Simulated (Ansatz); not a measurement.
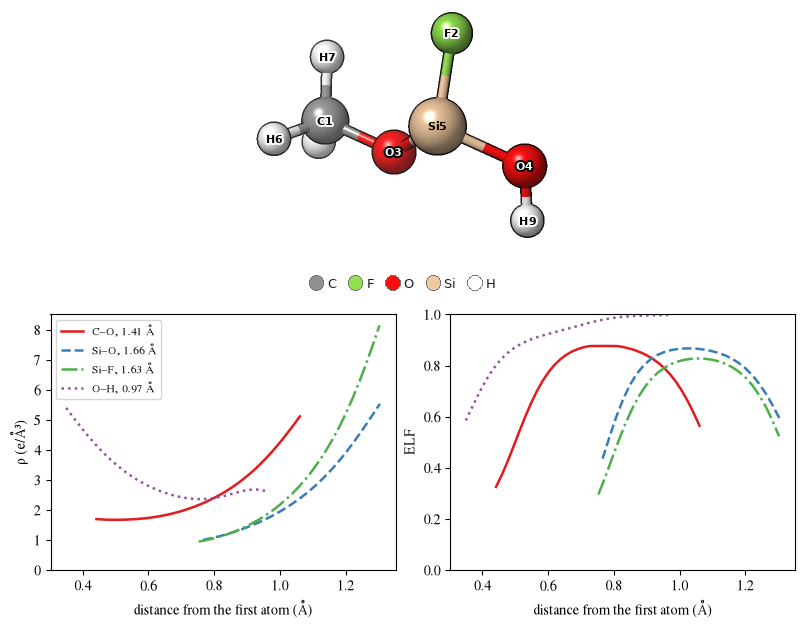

The picture shows: CH4FO2Si (SMILES CO[Si](O)F) (doublet). Total electron density and electron localisation function along straight lines between neighbouring atoms. The curves leave out the atomic cores. The structure is drawn too.

Geometry: B3LYP-D3(BJ)/def2-SVP.

Computed with isolated molecule in a Gaussian basis; Kohn-Sham density functional theory, functional PBE0 in Ansatz.

Input file:

```
basis:
  gaussian:
    orbitals: def2-TZVPD
crystal:
  periodic: [false, false, false]
  atoms:
    - {symbol: C, position_ang: [-1.410648, 0.587729, 0.353870]}
    - {symbol: F, position_ang: [1.426713, -0.506394, -0.898540]}
    - {symbol: O, position_ang: [-0.151786, 0.539232, 0.996778]}
    - {symbol: O, position_ang: [2.483217, 0.196022, 1.392701]}
    - {symbol: Si, position_ang: [1.339478, 0.621582, 0.272919]}
    - {symbol: H, position_ang: [-1.640347, 1.603478, -0.014183]}
    - {symbol: H, position_ang: [-1.460082, -0.113082, -0.497328]}
    - {symbol: H, position_ang: [-2.182774, 0.304160, 1.084949]}
    - {symbol: H, position_ang: [2.434899, 0.639986, 2.248925]}
hamiltonian:
  xc: {name: PBE0}
output: {forces: true, orbitals: {seedname: orbitals}}
magnetization:
  spin_polarized: true
  initial_magnetization: 1
```

Launched as:

```sh
ansatz run input.yaml --threads 2 --pin off --max-ram 4350MiB --events-out events.jsonl --progress --plain --runs-dir runs
```

> What can be read from the curves?

C–O (1.41 Å): ρ is about 2 e/Å³ halfway, with its minimum of 1.7 e/Å³ about 0.5 Å from C; the ELF peaks at about 0.90 between the atoms, as expected for a polar covalent bond.
Si–O (1.66 Å): the density is about 1.2 e/Å³ at the midpoint; the ELF peaks at about 0.85 between the atoms; a shared but strongly polarised pair.
Si–F (1.63 Å): ρ is about 1.1 e/Å³ halfway; the ELF peaks at about 0.85 in the valence shell of F, 0.6 Å from its nucleus, and is about 0.50 at the midpoint.
O–H (0.97 Å): the density is about 3.7 e/Å³ at the midpoint; the ELF climbs to about 1 towards the hydrogen, as it does in any bond to H: a covalent bond by its length.
